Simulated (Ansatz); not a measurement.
**doublet SiH2S+: levels of theory compared**

Aim: a comparison of 6 runs (U-r2SCAN0/STO-3G, UHSE06/STO-3G, UPBE0/STO-3G, UCCSDT/STO-3G, UCCSDTQ/STO-3G, UCCSD(T)/STO-3G) of doublet SiH2S+. 

Program for the calculation: Ansatz 0.2.0.

46 further runs of the same task are left out: 46 set aside as unsound or not needed.

## 1. Starting point

The species is SiH2S+ (4 atoms), meant as a doublet with charge +1. As SMILES of the parent species, `[SiH]S`. The coordinates come from a PBE0-D4/def2-TZVP relaxation. That shape belongs to the parent species and isn't relaxed for this state.

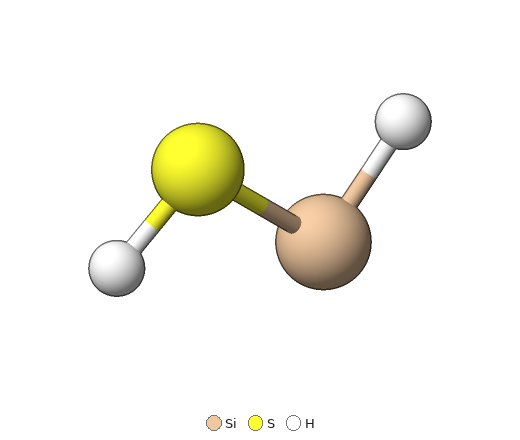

Viewed from a chosen angle; silicon light orange, sulfur yellow, hydrogen white.

## 2. A single-point energy at U-r2SCAN0/STO-3G (run 1)

The input, input.yaml:

```yaml
basis:
  gaussian:
    orbitals: STO-3G
crystal:
  periodic: [false, false, false]
  atoms:
    - {symbol: Si, position_ang: [-0.262800, -1.074400, 0.161100]}
    - {symbol: S, position_ang: [0.190500, 0.958800, -0.206600]}
    - {symbol: H, position_ang: [1.017500, -1.190800, 0.981400]}
    - {symbol: H, position_ang: [-0.889700, 1.246000, -0.956200]}
total_charge: 1
magnetization:
  spin_polarized: true
  initial_magnetization: 1
hamiltonian:
  xc: {name: r2SCAN0}
accuracy: high
```

Started as:

```console
ansatz run input.yaml --threads 1 --pin off --max-ram 2610MiB --events-out events.jsonl --progress --plain --runs-dir runs
```

Standard output:

```text
Warning: RAYON_NUM_THREADS=1 ignored (pool sized by the plan → 1); use --threads N
Functional definition: r2SCAN0
  name "r2SCAN0"
  parameter a = 0.25
  parameter k0 = 0.174
  parameter k1 = 0.065
  parameter a1 = 4.9479
  exchange = (1 - a)*r2scan_x(k0 = k0, k1 = k1, a1 = a1) + a*exact_x
  correlation = r2scan_c
344 factors; integrals over basis functions are off by at most 1.3e-8 eV
mean field evaluation 1: about -18522.3443 eV, gradient 1.7e1 eV
mean field evaluation 2: about -18496.8632 eV, gradient 5.7e1 eV
mean field evaluation 4: about -18525.5194 eV, gradient 8.2e-1 eV
mean field evaluation 8: about -18525.5062 eV, gradient 3.1e-2 eV
mean field evaluation 16: about -18525.5063 eV, gradient 2.0e-4 eV
mean field evaluation 32: about -18525.4365 eV, gradient 2.5e0 eV
mean field -18525.50631692 eV, -680.7998001077 hartree, gradient 4.3e-8 eV, S^2 0.761232; 2 other end points of the search recorded, 0 dependent functions left out
reference -18525.50631750 eV, -680.7998001291 hartree; 16, 15 occupied and 4, 5 virtual orbitals, 344 factors
Total energy: -18525.50631750 eV, -680.7998001291 hartree
```

Run time: 6.3 s. Hardware: 1 thread of AMD EPYC 7R43 (Zen 3), shared host; peak memory 0.22 GiB.

## 3. The energy at UHSE06/STO-3G (run 2)

The input, job.yaml:

```yaml
crystal:
  periodic: [false, false, false]
  atoms:
    - {symbol: Si, position_ang: [-0.262800, -1.074400, 0.161100]}
    - {symbol: S, position_ang: [0.190500, 0.958800, -0.206600]}
    - {symbol: H, position_ang: [1.017500, -1.190800, 0.981400]}
    - {symbol: H, position_ang: [-0.889700, 1.246000, -0.956200]}
basis:
  gaussian:
    orbitals: STO-3G
total_charge: 1
magnetization:
  spin_polarized: true
  initial_magnetization: 1
hamiltonian:
  xc: {name: HSE06}
accuracy: high
```

Started as:

```console
ansatz run job.yaml --threads 1 --pin off --max-ram 2610MiB --events-out events.jsonl --progress --plain --runs-dir runs
```

Standard output:

```text
Warning: RAYON_NUM_THREADS=1 ignored (pool sized by the plan → 1); use --threads N
Functional definition: HSE06
  name "HSE06"
  parameter a = 0.25
  parameter omega = 0.11/bohr
  exchange = pbe_x - a*pbe_x_sr(omega) + a*exact_x_sr(omega)
  correlation = pbe_c
344 factors; integrals over basis functions are off by at most 1.3e-8 eV
57 factors; integrals over basis functions are off by at most 1.0e-9 eV
mean field evaluation 1: about -18515.8658 eV, gradient 1.8e1 eV
mean field evaluation 2: about -18477.9478 eV, gradient 6.3e1 eV
mean field evaluation 4: about -18519.1681 eV, gradient 1.3e0 eV
mean field evaluation 8: about -18519.1678 eV, gradient 4.3e-2 eV
mean field evaluation 16: about -18519.1678 eV, gradient 1.1e-5 eV
mean field -18519.16781419 eV, -680.5668644286 hartree, gradient 5.0e-8 eV, S^2 0.758372; 2 other end points of the search recorded, 0 dependent functions left out
reference -18519.16781596 eV, -680.5668644938 hartree; 16, 15 occupied and 4, 5 virtual orbitals, 344 factors
Total energy: -18519.16781596 eV, -680.5668644938 hartree
```

Run time: 2.5 s. Hardware: 1 thread of AMD EPYC 7R43 (Zen 3), shared host; peak memory 0.14 GiB.

Runs 3 to 5 aren't shown in full; the table further down has their settings and results.

## 4. The energy at UCCSD(T)/STO-3G (run 6)

The input, in.yaml:

```yaml
crystal:
  periodic: [false, false, false]
  atoms:
    - symbol: Si
      position_ang: [-0.262800, -1.074400, 0.161100]
    - symbol: S
      position_ang: [0.190500, 0.958800, -0.206600]
    - symbol: H
      position_ang: [1.017500, -1.190800, 0.981400]
    - symbol: H
      position_ang: [-0.889700, 1.246000, -0.956200]
basis:
  gaussian:
    orbitals: STO-3G
total_charge: 1
magnetization:
  spin_polarized: true
  initial_magnetization: 1
correlation:
  method: ccsd_t
  frozen_orbitals: {H: 0, S: 5, Si: 5}
accuracy: high
scf:
  omitted_lower_state_checks: [cluster_reference, increment]
```

Started as:

```console
ansatz run in.yaml --threads 1 --pin off --max-ram 2610MiB --events-out events.jsonl --progress --plain --runs-dir runs
```

Standard output (excerpt; [...] marks lines left out):

```text
Warning: RAYON_NUM_THREADS=1 ignored (pool sized by the plan → 1); use --threads N
Functional definition: HF
  name "HF"
[...]
344 factors; integrals over basis functions are off by at most 1.3e-8 eV
[...]
mean field -18495.25520852 eV, -679.6880923790 hartree, gradient 1.8e-8 eV, S^2 0.770508; 9 other end points of the search recorded, 0 dependent functions left out
10 core orbitals not correlated: weight in the atoms' cores, before any rotation towards them, 1.000 or more for the frozen orbitals, at most 0.000 for the correlated occupied ones
reference -18495.25520852 eV, -679.6880923790 hartree; 6, 5 occupied and 4, 5 virtual orbitals, 344 factors
second order -1.74689528 eV of doubles, -0.00000000 eV of singles
cycle   1  -2.11278995 eV  change   -3.7e-1 eV  update   1.1e-1
[...]
cycle  32  -2.54405882 eV  change  -6.4e-10 eV  update  7.4e-10
perturbative correction -0.12289031 eV, -0.0045161354 hartree
Total energy: -18497.92215765 eV, -679.7861009515 hartree
Checks for a lower state left out: cluster_reference, increment
```

Wall time 0.44 s (1 thread of AMD EPYC 7R43 (Zen 3), shared host).

## 5. All runs side by side

| run | level | frozen core orbitals | energy (Eh) | ⟨S²⟩ | wall time |
| --- | --- | --- | --- | --- | --- |
| 1 | U-r2SCAN0/STO-3G | – | -680.799800 | 0.761 | 6.3 s |
| 2 | UHSE06/STO-3G | – | -680.566864 | 0.758 | 2.5 s |
| 3 | UPBE0/STO-3G | – | -680.579670 | 0.759 | 2 s |
| 4 | UCCSDT/STO-3G | 10 | -679.788129 | 0.771 | 0.91 s |
| 5 | UCCSDTQ/STO-3G | 10 | -679.787987 | 0.771 | 21 s |
| 6 | UCCSD(T)/STO-3G | 10 | -679.786101 | 0.771 | 0.44 s |

## 6. Summary of results

```
                                           quantity          value
                                run 6: total energy  -679.78610 Eh
run 6: correlation energy (10 core orbitals frozen)      -98.0 mEh
                              run 6: (T) correction      -4.52 mEh
           run 6: ⟨S²⟩ of the reference determinant          0.771
                               run 6: T1 diagnostic          0.046
```

**Reading.** Totals of different functionals can't be ranked against each other. In runs 1, 2, 3, 4, 5, 6 the basis is minimal, so the values are rough. All runs together took 34 s, the longest 21 s.
